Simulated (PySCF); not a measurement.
C4H4BClF2 (SMILES FB(F)C1=C(CCl)C1)

```csv
atom,x (Å),y (Å),z (Å)
F,2.1105,1.9610,-0.4834
B,2.0844,0.6554,-0.2905
F,3.2712,0.0769,-0.3157
C,0.7983,-0.1154,-0.0595
C,-0.5125,-0.1516,0.0675
C,-1.8176,0.4863,0.0953
Cl,-1.6937,2.2563,-0.1743
C,0.1643,-1.4719,0.1970
H,-2.4615,0.0788,-0.6887
H,-2.2994,0.3347,1.0648
H,0.2618,-1.9252,1.1753
H,0.0954,-2.1859,-0.6138
```

Geometry: GFN2-xTB.

Level of theory: PBE0/pcSseg-1, SCF density, gas phase, non-relativistic (PySCF 2.14.0).

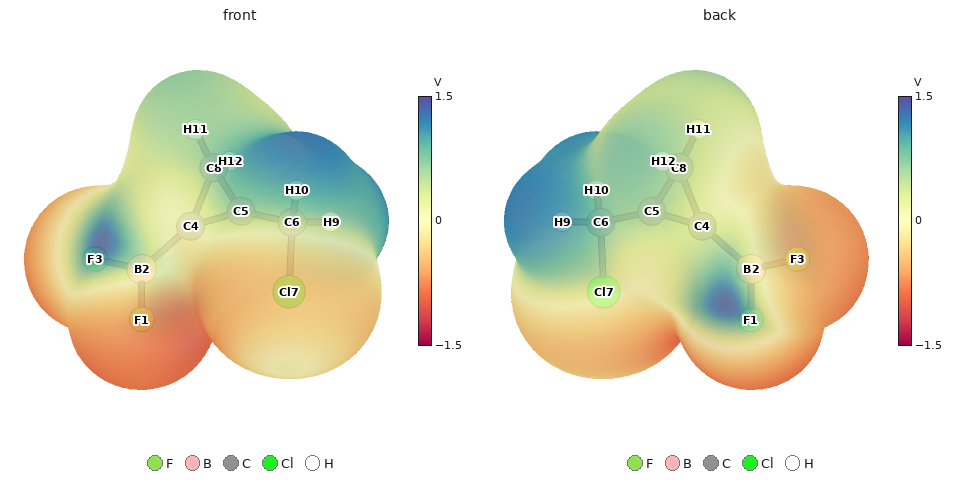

Figure 1. The electrostatic potential painted on the density surface at 0.001 e/bohr³, seen from the front and from behind; the colour scale runs from red (negative) to blue (positive).

Where is the surface potential most negative and most positive?

The most negative region (about −1.0 V, or −23 kcal/mol for a unit charge) lies over F1 and Cl7, the most positive (about +1.3 V, or +30 kcal/mol for a unit charge) over B2, H9 and H10.

How polar is the molecule by this calculation?

Its dipole moment is 3.57 D.

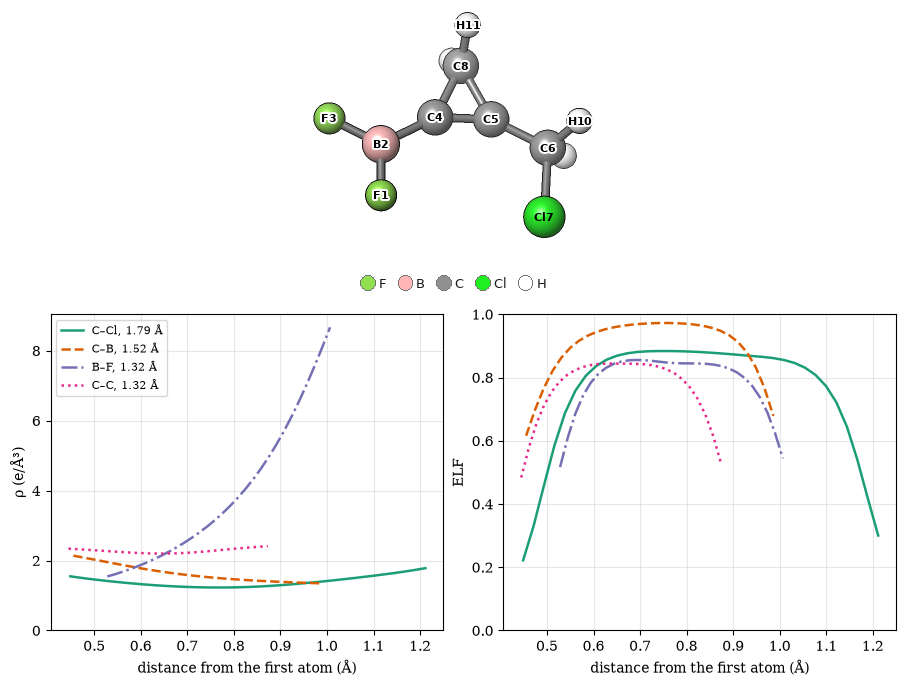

Figure 2. Total electron density and ELF along straight lines between neighbouring atoms. The curves leave out the atomic cores. The structure is drawn too.

What kind of bonding do the profiles show?

C–Cl (1.79 Å): ρ is about 1.3 e/Å³ halfway; the ELF peaks at about 0.90 between the atoms; a shared electron pair.
C–B (1.52 Å): ρ is about 1.5 e/Å³ halfway; the ELF peaks at about 1 between the atoms, as expected for a covalent bond.
B–F (1.32 Å): ρ at the midpoint is about 2.3 e/Å³; the ELF peaks at about 0.85 between the atoms: a polar covalent bond.
C–C (1.32 Å): the density is about 2.2 e/Å³ at the midpoint; the ELF peaks at about 0.85 between the atoms; a multiple bond.
